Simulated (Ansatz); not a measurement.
# BClF2 (chlorodifluoroborane): BHLYP/cc-pCVDZ (nuclear model gaussian)

Aim: the adiabatic electron affinity of BClF2 (chlorodifluoroborane) at BHLYP/cc-pCVDZ (nuclear model gaussian), from 2 runs. 

Program for the calculation: Ansatz 0.2.0.

9 further runs of the same task are left out: 1 for a known fault of the program, 1 that didn't finish, 7 set aside as unsound or not needed.

## 1. Starting point

BClF2 has 4 atoms, charge 0, and is taken as a singlet. SMILES: `FB(F)Cl`. The shape is that of a PBE0-D4/def2-TZVP optimisation. The run starts from this shape.

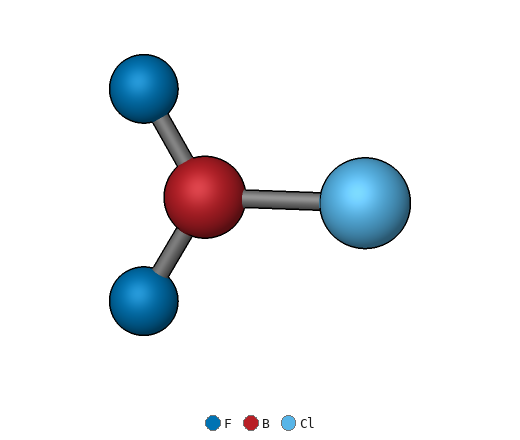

Viewed from a chosen angle; fluorine blue, boron red, chlorine blue.

## 2. A geometry optimisation at BHLYP/cc-pCVDZ (nuclear model gaussian)

File job.yaml:

```yaml
crystal:
  periodic: [false, false, false]
  atoms:
    - {symbol: F, position_ang: [-0.173700, -1.254300, -0.546300]}
    - {symbol: B, position_ang: [-0.067100, -0.041300, -0.062000]}
    - {symbol: F, position_ang: [-1.011600, 0.830100, -0.317700]}
    - {symbol: Cl, position_ang: [1.307900, 0.405300, 0.905700]}
basis:
  gaussian:
    orbitals: cc-pCVDZ.json
    final_grid:
      core_spheres: 3
      valence_spheres: 3
      degree: 7
    nuclear_model: gaussian
hamiltonian:
  xc: {name: BHLYP}
accuracy: high
relax:
  max_displacement: 0.05
```

The basis set cc-pCVDZ is read from a file made from the Basis Set Exchange's data (not shown).

Command:

```
ansatz run job.yaml --threads 1 --pin off --max-ram 2610MiB --events-out events.jsonl --progress --plain --runs-dir runs
```

Log:

```text
Warning: RAYON_NUM_THREADS=1 ignored (pool sized by the plan → 1); use --threads N
The last accepted step is kept in runs//last_step.txt (removed where the run ends without a failure and the disk answers)
Functional definition: BHLYP
  name "BHLYP"
  parameter a = 0.5
  exchange = (1 - a)*b88_x + a*exact_x
  correlation = lyp_c
1605 factors; integrals over basis functions are off by at most 2.2e-9 eV
mean field evaluation 1: about -18633.3559 eV, gradient 3.4e1 eV
mean field evaluation 2: about -18633.2603 eV, gradient 3.7e1 eV
mean field evaluation 4: about -18635.0686 eV, gradient 6.4e-1 eV
mean field evaluation 8: about -18635.0955 eV, gradient 1.2e-2 eV
mean field evaluation 16: about -18635.0955 eV, gradient 1.2e-5 eV
mean field -18635.09551662 eV, -684.8271289143 hartree, gradient 3.8e-8 eV, S^2 0.000000; 0 other end points of the search recorded, 0 dependent functions left out
the calculation of the forces begins
reference -18635.09555366 eV, -684.8271302757 hartree; 20, 20 occupied and 61, 61 virtual orbitals, 1605 factors
relax step   1: F+E_penalty+E_count = -18635.09551662 eV  Δ(F+E_penalty+E_count) = +0.000e0 eV  max|allowed force component| = 1.816e-1 eV/Å  Δτ_max = 0.0000 Å  (31 SCF iters, accepted)
these checks for a lower state are left out or cut short: starts, cluster_reference, orbital_swaps, neighbouring_geometries, increment
1605 factors; integrals over basis functions are off by at most 2.2e-9 eV
mean field evaluation 32: about -18635.0974 eV, gradient 1.2e-8 eV
mean field -18635.09737786 eV, -684.8271973137 hartree, gradient 8.0e-8 eV, S^2 0.000000; 0 other end points of the search recorded, 0 dependent functions left out
the calculation of the forces begins
reference -18635.09741505 eV, -684.8271986804 hartree; 20, 20 occupied and 61, 61 virtual orbitals, 1605 factors
relax step   2: F+E_penalty+E_count = -18635.09737786 eV  Δ(F+E_penalty+E_count) = -1.861e-3 eV  max|allowed force component| = 7.820e-2 eV/Å  Δτ_max = 0.0056 Å  (53 SCF iters, accepted)
these checks for a lower state are left out or cut short: starts, cluster_reference, orbital_swaps, neighbouring_geometries, increment
1605 factors; integrals over basis functions are off by at most 2.2e-9 eV
mean field -18635.07836349 eV, -684.8264985485 hartree, gradient 7.7e-8 eV, S^2 0.000000; 0 other end points of the search recorded, 0 dependent functions left out
the calculation of the forces begins
reference -18635.07840053 eV, -684.8264999097 hartree; 20, 20 occupied and 61, 61 virtual orbitals, 1605 factors
relax step   3: F+E_penalty+E_count = -18635.07836349 eV  Δ(F+E_penalty+E_count) = +1.901e-2 eV  max|allowed force component| = 5.669e-1 eV/Å  Δτ_max = 0.0429 Å  (50 SCF iters, rejected (line search))
these checks for a lower state are left out or cut short: starts, cluster_reference, orbital_swaps, neighbouring_geometries, increment
1605 factors; integrals over basis functions are off by at most 2.2e-9 eV
mean field -18635.09805869 eV, -684.8272223336 hartree, gradient 7.9e-8 eV, S^2 0.000000; 0 other end points of the search recorded, 0 dependent functions left out
the calculation of the forces begins
reference -18635.09809605 eV, -684.8272237067 hartree; 20, 20 occupied and 61, 61 virtual orbitals, 1605 factors
relax step   4: F+E_penalty+E_count = -18635.09805869 eV  Δ(F+E_penalty+E_count) = -6.808e-4 eV  max|allowed force component| = 1.180e-2 eV/Å  Δτ_max = 0.0051 Å  (53 SCF iters, accepted)
these checks for a lower state are left out or cut short: starts, cluster_reference, orbital_swaps, neighbouring_geometries, increment
1605 factors; integrals over basis functions are off by at most 2.2e-9 eV
mean field evaluation 64: about -18635.0981 eV, gradient 4.8e-6 eV
mean field -18635.09806225 eV, -684.8272224646 hartree, gradient 7.9e-8 eV, S^2 0.000000; 0 other end points of the search recorded, 0 dependent functions left out
the calculation of the forces begins
reference -18635.09809962 eV, -684.8272238380 hartree; 20, 20 occupied and 61, 61 virtual orbitals, 1605 factors
relax step   5: F+E_penalty+E_count = -18635.09806225 eV  Δ(F+E_penalty+E_count) = -3.564e-6 eV  max|allowed force component| = 4.410e-4 eV/Å  Δτ_max = 0.0003 Å  (53 SCF iters, accepted)
1605 factors; integrals over basis functions are off by at most 2.2e-9 eV
mean field evaluation 96: about -18635.0981 eV, gradient 5.9e-7 eV
mean field -18635.09806225 eV, -684.8272224646 hartree, gradient 7.9e-8 eV, S^2 0.000000; 1 other end points of the search recorded, 0 dependent functions left out
the calculation of the forces begins
reference -18635.09809962 eV, -684.8272238380 hartree; 20, 20 occupied and 61, 61 virtual orbitals, 1605 factors
Total energy: -18635.09809962 eV, -684.8272238380 hartree
Atom 0 at    -0.181821    -1.251008    -0.549962 Å, force    -0.000177     0.000407     0.000037 eV/Å
Atom 1 at    -0.063516    -0.040188    -0.059549 Å, force    -0.000392    -0.000094    -0.000266 eV/Å
Atom 2 at    -1.015569     0.822951    -0.322539 Å, force     0.000188    -0.000441    -0.000041 eV/Å
Atom 3 at     1.316405     0.408045     0.911750 Å, force     0.000382     0.000128     0.000270 eV/Å
Dipole moment:     0.038512     0.012511     0.027108 e Å
```

It took 17 s on 1 thread of Arm Neoverse V2, shared host.

Steps, from the record of the run:

```
step  energy from the first frame kept (eV)  largest force (eV/Å)
   1                                 0.0000                0.2299
   2                                -0.0019                0.0962
   3                                 0.0172                0.6949
   4                                -0.0025                0.0127
   5                                -0.0025                0.0005
```

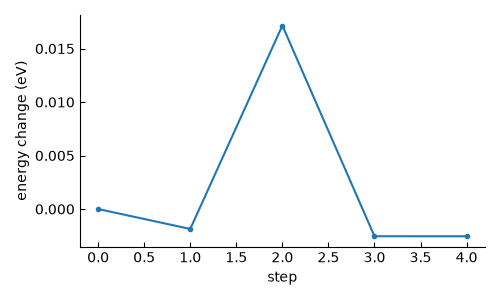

Energy along the run.

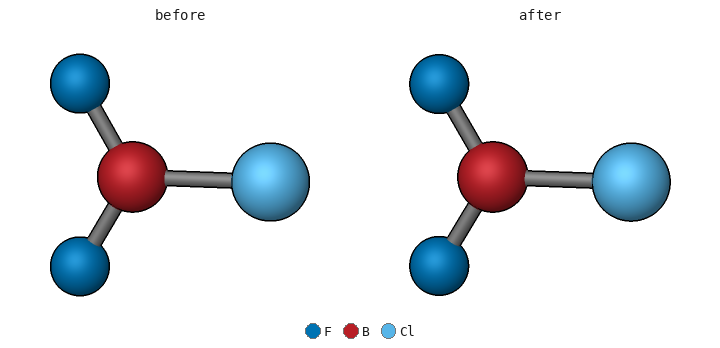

Before and after, at one scale.

After the run. Bond lengths: F1–B2 1.312 Å, B2–F3 1.312 Å, B2–Cl4 1.746 Å. Angles: F1–B2–F3 117.8°, F1–B2–Cl4 121.1°, F3–B2–Cl4 121.1°.

## 3. The doublet anion

job.yaml, as its differences from that of step 2:

```diff
@@ -15,2 +15,6 @@
     nuclear_model: gaussian
+total_charge: -1
+magnetization:
+  spin_polarized: true
+  initial_magnetization: 1
 hamiltonian:
```

The basis set cc-pCVDZ is read from a file made from the Basis Set Exchange's data (not shown).

Command:

```
ansatz run job.yaml --threads 1 --pin off --max-ram 2610MiB --events-out events.jsonl --progress --plain --runs-dir runs
```

Log:

```text
Warning: RAYON_NUM_THREADS=1 ignored (pool sized by the plan → 1); use --threads N
[... 6 set-up lines as earlier in the session ...]
1605 factors; integrals over basis functions are off by at most 2.2e-9 eV
mean field evaluation 1: about -18631.9301 eV, gradient 9.1e0 eV
mean field evaluation 2: about -18632.2866 eV, gradient 5.4e0 eV
mean field evaluation 4: about -18632.4037 eV, gradient 4.0e-1 eV
mean field evaluation 8: about -18632.4744 eV, gradient 3.6e-2 eV
mean field evaluation 16: about -18632.4745 eV, gradient 1.0e-4 eV
mean field -18632.47451106 eV, -684.7308087366 hartree, gradient 2.7e-8 eV, S^2 0.753953; 0 other end points of the search recorded, 0 dependent functions left out
the calculation of the forces begins
reference -18632.47454569 eV, -684.7308100093 hartree; 21, 20 occupied and 60, 61 virtual orbitals, 1605 factors
relax step   1: F+E_penalty+E_count = -18632.47451106 eV  Δ(F+E_penalty+E_count) = +0.000e0 eV  max|allowed force component| = 4.212e0 eV/Å  Δτ_max = 0.0000 Å  (40 SCF iters, accepted)
these checks for a lower state are left out or cut short: starts, cluster_reference, orbital_swaps, neighbouring_geometries, increment
1605 factors; integrals over basis functions are off by at most 2.3e-9 eV
mean field evaluation 32: about -18632.8964 eV, gradient 6.9e-3 eV
mean field -18632.89643617 eV, -684.7463141985 hartree, gradient 2.5e-8 eV, S^2 0.754492; 0 other end points of the search recorded, 0 dependent functions left out
the calculation of the forces begins
reference -18632.89648480 eV, -684.7463159855 hartree; 21, 20 occupied and 60, 61 virtual orbitals, 1605 factors
relax step   2: F+E_penalty+E_count = -18632.89643617 eV  Δ(F+E_penalty+E_count) = -4.219e-1 eV  max|allowed force component| = 1.757e0 eV/Å  Δτ_max = 0.0488 Å  (64 SCF iters, accepted)
these checks for a lower state are left out or cut short: starts, cluster_reference, orbital_swaps, neighbouring_geometries, increment
1605 factors; integrals over basis functions are off by at most 2.4e-9 eV
mean field -18633.03007000 eV, -684.7512251513 hartree, gradient 7.1e-8 eV, S^2 0.754956; 0 other end points of the search recorded, 0 dependent functions left out
the calculation of the forces begins
reference -18633.03012927 eV, -684.7512273292 hartree; 21, 20 occupied and 60, 61 virtual orbitals, 1605 factors
relax step   3: F+E_penalty+E_count = -18633.03007000 eV  Δ(F+E_penalty+E_count) = -1.336e-1 eV  max|allowed force component| = 5.697e-1 eV/Å  Δτ_max = 0.0485 Å  (70 SCF iters, accepted)
these checks for a lower state are left out or cut short: starts, cluster_reference, orbital_swaps, neighbouring_geometries, increment
1605 factors; integrals over basis functions are off by at most 2.4e-9 eV
mean field evaluation 64: about -18633.1762 eV, gradient 1.5e-8 eV
mean field -18633.17616626 eV, -684.7565940897 hartree, gradient 1.9e-8 eV, S^2 0.753624; 0 other end points of the search recorded, 0 dependent functions left out
the calculation of the forces begins
reference -18633.17621994 eV, -684.7565960625 hartree; 21, 20 occupied and 60, 61 virtual orbitals, 1605 factors
relax step   4: F+E_penalty+E_count = -18633.17616626 eV  Δ(F+E_penalty+E_count) = -1.461e-1 eV  max|allowed force component| = 2.352e0 eV/Å  Δτ_max = 0.0490 Å  (74 SCF iters, accepted)
these checks for a lower state are left out or cut short: starts, cluster_reference, orbital_swaps, neighbouring_geometries, increment
1605 factors; integrals over basis functions are off by at most 2.4e-9 eV
mean field -18633.42350514 eV, -684.7656836257 hartree, gradient 4.6e-8 eV, S^2 0.752385; 0 other end points of the search recorded, 0 dependent functions left out
the calculation of the forces begins
reference -18633.42355238 eV, -684.7656853617 hartree; 21, 20 occupied and 60, 61 virtual orbitals, 1605 factors
relax step   5: F+E_penalty+E_count = -18633.42350514 eV  Δ(F+E_penalty+E_count) = -2.473e-1 eV  max|allowed force component| = 2.780e0 eV/Å  Δτ_max = 0.0481 Å  (68 SCF iters, accepted)
these checks for a lower state are left out or cut short: starts, cluster_reference, orbital_swaps, neighbouring_geometries, increment
1605 factors; integrals over basis functions are off by at most 2.4e-9 eV
mean field -18633.69197804 eV, -684.7755498229 hartree, gradient 3.2e-8 eV, S^2 0.751919; 0 other end points of the search recorded, 0 dependent functions left out
the calculation of the forces begins
reference -18633.69202235 eV, -684.7755514515 hartree; 21, 20 occupied and 60, 61 virtual orbitals, 1605 factors
relax step   6: F+E_penalty+E_count = -18633.69197804 eV  Δ(F+E_penalty+E_count) = -2.685e-1 eV  max|allowed force component| = 2.806e0 eV/Å  Δτ_max = 0.0482 Å  (64 SCF iters, accepted)
these checks for a lower state are left out or cut short: starts, cluster_reference, orbital_swaps, neighbouring_geometries, increment
1605 factors; integrals over basis functions are off by at most 2.4e-9 eV
mean field evaluation 96: about -18633.8519 eV, gradient 2.6e0 eV
mean field -18633.94497625 eV, -684.7848473358 hartree, gradient 1.8e-8 eV, S^2 0.751763; 0 other end points of the search recorded, 0 dependent functions left out
the calculation of the forces begins
reference -18633.94501578 eV, -684.7848487885 hartree; 21, 20 occupied and 60, 61 virtual orbitals, 1605 factors
relax step   7: F+E_penalty+E_count = -18633.94497625 eV  Δ(F+E_penalty+E_count) = -2.530e-1 eV  max|allowed force component| = 2.404e0 eV/Å  Δτ_max = 0.0488 Å  (62 SCF iters, accepted)
these checks for a lower state are left out or cut short: starts, cluster_reference, orbital_swaps, neighbouring_geometries, increment
1605 factors; integrals over basis functions are off by at most 2.5e-9 eV
mean field -18634.15354990 eV, -684.7925122760 hartree, gradient 6.8e-8 eV, S^2 0.751715; 0 other end points of the search recorded, 0 dependent functions left out
the calculation of the forces begins
reference -18634.15358527 eV, -684.7925135758 hartree; 21, 20 occupied and 60, 61 virtual orbitals, 1605 factors
relax step   8: F+E_penalty+E_count = -18634.15354990 eV  Δ(F+E_penalty+E_count) = -2.086e-1 eV  max|allowed force component| = 1.837e0 eV/Å  Δτ_max = 0.0488 Å  (57 SCF iters, accepted)
these checks for a lower state are left out or cut short: starts, cluster_reference, orbital_swaps, neighbouring_geometries, increment
1606 factors; integrals over basis functions are off by at most 2.9e-9 eV
mean field evaluation 128: about -18634.3126 eV, gradient 4.6e-6 eV
mean field -18634.31258197 eV, -684.7983565968 hartree, gradient 2.2e-8 eV, S^2 0.751699; 0 other end points of the search recorded, 0 dependent functions left out
the calculation of the forces begins
reference -18634.31261418 eV, -684.7983577805 hartree; 21, 20 occupied and 60, 61 virtual orbitals, 1606 factors
relax step   9: F+E_penalty+E_count = -18634.31258197 eV  Δ(F+E_penalty+E_count) = -1.590e-1 eV  max|allowed force component| = 1.177e0 eV/Å  Δτ_max = 0.0500 Å  (58 SCF iters, accepted)
these checks for a lower state are left out or cut short: starts, cluster_reference, orbital_swaps, neighbouring_geometries, increment
1609 factors; integrals over basis functions are off by at most 2.7e-9 eV
mean field -18634.40715423 eV, -684.8018320630 hartree, gradient 2.6e-8 eV, S^2 0.751701; 0 other end points of the search recorded, 0 dependent functions left out
the calculation of the forces begins
reference -18634.40718431 eV, -684.8018331684 hartree; 21, 20 occupied and 60, 61 virtual orbitals, 1609 factors
relax step  10: F+E_penalty+E_count = -18634.40715423 eV  Δ(F+E_penalty+E_count) = -9.457e-2 eV  max|allowed force component| = 5.504e-1 eV/Å  Δτ_max = 0.0491 Å  (58 SCF iters, accepted)
these checks for a lower state are left out or cut short: starts, cluster_reference, orbital_swaps, neighbouring_geometries, increment
1612 factors; integrals over basis functions are off by at most 2.8e-9 eV
mean field -18634.43973489 eV, -684.8030293804 hartree, gradient 2.0e-8 eV, S^2 0.751699; 0 other end points of the search recorded, 0 dependent functions left out
the calculation of the forces begins
reference -18634.43976355 eV, -684.8030304334 hartree; 21, 20 occupied and 60, 61 virtual orbitals, 1612 factors
relax step  11: F+E_penalty+E_count = -18634.43973489 eV  Δ(F+E_penalty+E_count) = -3.258e-2 eV  max|allowed force component| = 4.986e-2 eV/Å  Δτ_max = 0.0478 Å  (58 SCF iters, accepted)
these checks for a lower state are left out or cut short: starts, cluster_reference, orbital_swaps, neighbouring_geometries, increment
1612 factors; integrals over basis functions are off by at most 2.7e-9 eV
mean field evaluation 160: about -18634.4398 eV, gradient 6.8e-2 eV
mean field -18634.43985720 eV, -684.8030338752 hartree, gradient 2.3e-8 eV, S^2 0.751697; 0 other end points of the search recorded, 0 dependent functions left out
the calculation of the forces begins
reference -18634.43988590 eV, -684.8030349300 hartree; 21, 20 occupied and 60, 61 virtual orbitals, 1612 factors
relax step  12: F+E_penalty+E_count = -18634.43985720 eV  Δ(F+E_penalty+E_count) = -1.223e-4 eV  max|allowed force component| = 2.667e-2 eV/Å  Δτ_max = 0.0011 Å  (45 SCF iters, accepted)
these checks for a lower state are left out or cut short: starts, cluster_reference, orbital_swaps, neighbouring_geometries, increment
1612 factors; integrals over basis functions are off by at most 2.7e-9 eV
mean field -18634.43991658 eV, -684.8030360572 hartree, gradient 2.3e-8 eV, S^2 0.751696; 0 other end points of the search recorded, 0 dependent functions left out
the calculation of the forces begins
reference -18634.43994535 eV, -684.8030371145 hartree; 21, 20 occupied and 60, 61 virtual orbitals, 1612 factors
relax step  13: F+E_penalty+E_count = -18634.43991658 eV  Δ(F+E_penalty+E_count) = -5.938e-5 eV  max|allowed force component| = 9.597e-3 eV/Å  Δτ_max = 0.0015 Å  (45 SCF iters, accepted)
1612 factors; integrals over basis functions are off by at most 2.7e-9 eV
mean field evaluation 192: about -18634.4399 eV, gradient 3.5e-3 eV
mean field -18634.43991658 eV, -684.8030360572 hartree, gradient 2.3e-8 eV, S^2 0.751696; 1 other end points of the search recorded, 0 dependent functions left out
the calculation of the forces begins
reference -18634.43994535 eV, -684.8030371145 hartree; 21, 20 occupied and 60, 61 virtual orbitals, 1612 factors
Total energy: -18634.43994535 eV, -684.8030371145 hartree
Atom 0 at    -0.112515    -1.224323    -0.667494 Å, force    -0.002192    -0.002263    -0.006074 eV/Å
Atom 1 at    -0.315407    -0.171796     0.217168 Å, force     0.002784     0.000020     0.009597 eV/Å
Atom 2 at    -0.955895     0.873604    -0.437443 Å, force    -0.003615     0.001266    -0.005714 eV/Å
Atom 3 at     1.439317     0.462314     0.867469 Å, force     0.003023     0.000977     0.002190 eV/Å
Dipole moment:     0.056463     0.035483    -0.116582 e Å
```

Wall time 51 s (1 thread of Arm Neoverse V2, shared host).

Step by step:

```
step  energy from the first frame kept (eV)  largest force (eV/Å)
   1                                 0.0000                4.5739
   2                                -0.4219                1.9293
   3                                -0.5556                0.7239
   4                                -0.7017                3.3137
   5                                -0.9490                4.1772
   6                                -1.2175                3.9847
   7                                -1.4705                3.3577
   8                                -1.6790                2.5502
   9                                -1.8381                1.6935
  10                                -1.9326                0.8203
  11                                -1.9652                0.0523
  12                                -1.9653                0.0277
  13                                -1.9654                0.0100
```

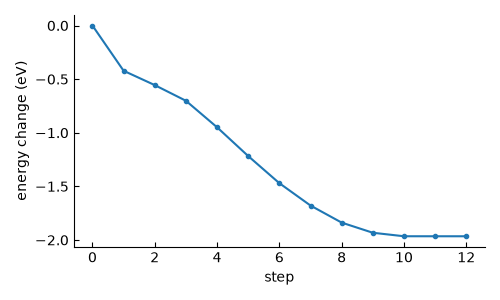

Energy along the run.

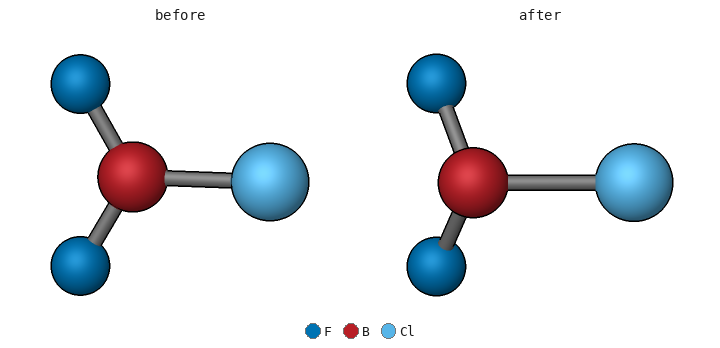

Before and after, at one scale.

After the run. Bond lengths: F1–B2 1.390 Å, B2–F3 1.390 Å, B2–Cl4 1.976 Å. Angles: F1–B2–F3 109.7°, F1–B2–Cl4 108.8°, F3–B2–Cl4 108.8°.

## 4. Results

Level: BHLYP/cc-pCVDZ (nuclear model gaussian).

| quantity | value |
| --- | --- |
| singlet BClF2: total energy at the end | -684.82722 Eh |
| singlet BClF2: dipole moment | 0.23 D |
| doublet anion: total energy at the end | -684.80304 Eh |
| doublet anion: ⟨S²⟩ | 0.752 |
| adiabatic electron affinity (to the doublet anion, no zero-point term) | -0.658 eV |

**Reading.** The adiabatic electron affinity (to the doublet anion, no zero-point term) is −0.66 eV (−63.5 kJ/mol). A negative value puts this state of the anion above the relaxed parent: the electron is not bound at this level, and such a value depends on the basis. The optimisation (singlet BClF2) took 4 steps and changed the energy by -0.003 eV. The optimisation (doublet anion) took 12 steps and changed the energy by -1.965 eV.
